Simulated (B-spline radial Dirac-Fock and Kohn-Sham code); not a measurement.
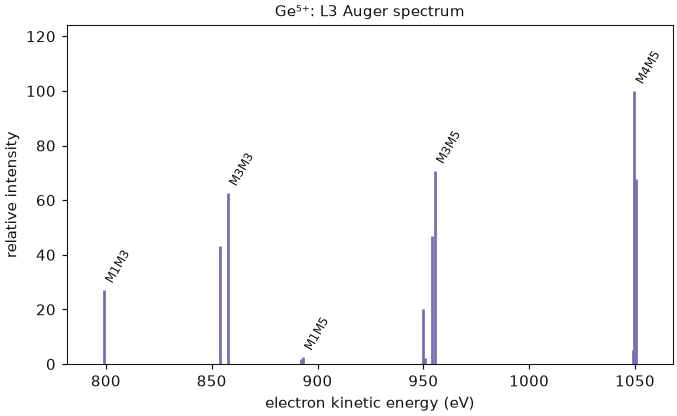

Figure. Auger groups that fill an L3 (2p3/2) hole, as sticks. Kinetic energies count from the vacuum level; very weak lines are left out. System: Ge⁵⁺ ([Ar] 3d9). Level of theory: independent-particle Coulomb rates on relativistic LDA orbitals, configuration-average energies from Dirac–Fock; calculated with a radial B-spline solver.

The strongest group is L3-M4M5 at 1.050 keV (22 % of the non-radiative width), followed by L3-M3M5 at 955.4 eV (16 %), L3-M5M5 at 1.050 keV (15 %), L3-M3M3 at 857.6 eV (14 %). The lines shown span 799.1 eV to 1.050 keV.
